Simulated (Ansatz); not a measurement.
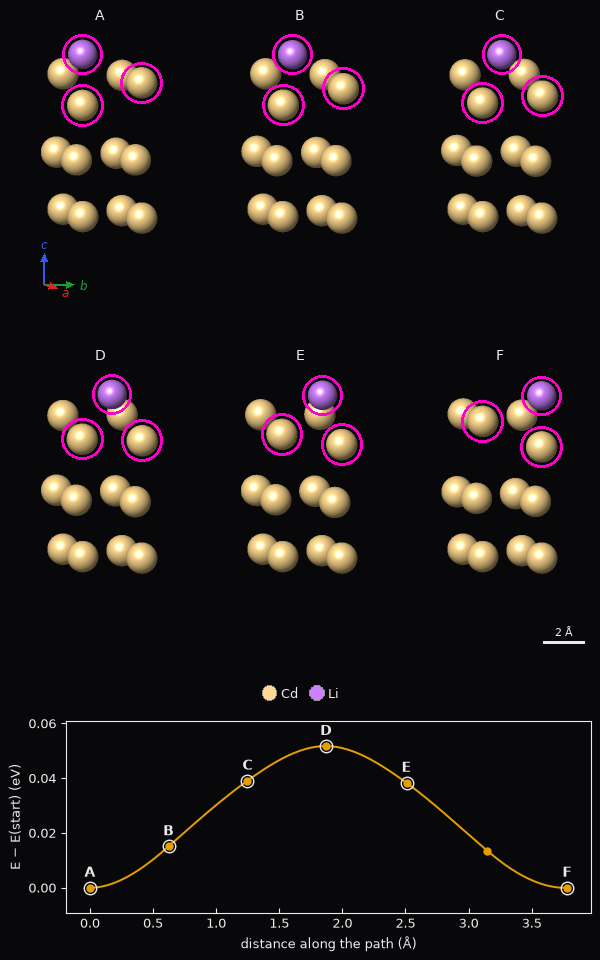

A nudged-elastic-band calculation for Li on Cd(0001) (13 atoms in the cell). Images are numbered from 0 (start) to 6 (end). Frames A to F are images 0, 1, 2, 3, 4, 6. A spheres-only model of the simulation cell, with the vacuum cut short (origin moved), seen slightly off an axis. The atoms that move most are ringed.

All numbers below come from DFT PBE, scalar-relativistic, plane waves, PAW in Ansatz. Run with plane-wave cutoff 420 eV; k-point mesh 3 × 3 × 1; Gaussian smearing 0.05 eV; 4 atoms held fixed; 5 movable images; climbing image; force threshold 0.05 eV/Å; iteration limit 72; starting path by image-dependent pair potential.

> Describe the mechanism and the energy profile.

The barrier is about 0.052 eV in both directions, with image 3 at the top; the ends have the same energy. The Li atom travels furthest, 2.98 Å from end to end, on a straight line. At the highest image its nearest neighbour (Cd) is 2.74 Å away, against 2.56 Å at the start, and the surrounding atoms stand up to 0.30 Å off the mean of their end positions. The band converged in 5 iterations. The largest component of the band force went from 0.51 to 0.015 eV/Å. The climbing image converged on the top of the path. A check of its curvatures didn't confirm a first-order saddle.

Limits of the set-up: the periodic images lie only 6.0 Å apart, so the values are limited by the cell's size.

The run took 14 min on 4 threads of Arm Neoverse V1, on a shared host, peak memory 3.8 GiB.
